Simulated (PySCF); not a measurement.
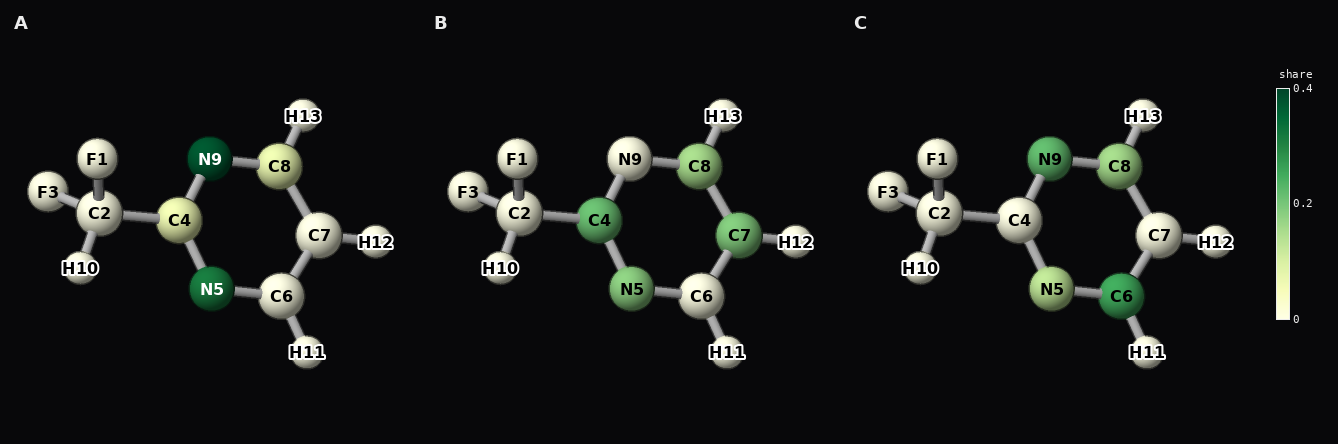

Each panel colours the atoms by their Löwdin share in one orbital (up to four of the largest shares; other atoms are shown as zero). The computed structure is the end point of a GFN2-xTB optimisation. No frequency run is at hand to confirm it as a minimum. Method: PBE0/def2-SVPD (PySCF 2.14.0).

### The panels show the HOMO, LUMO, LUMO+1, in some order. Which is which?

A: HOMO, −7.86 eV; N9 0.37, N5 0.32, C8 0.07, C4 0.06
B: LUMO+1, −1.61 eV; C4 0.21, C7 0.19, N5 0.18, C8 0.16
C: LUMO, −1.74 eV; C6 0.25, N9 0.22, C8 0.16, N5 0.13
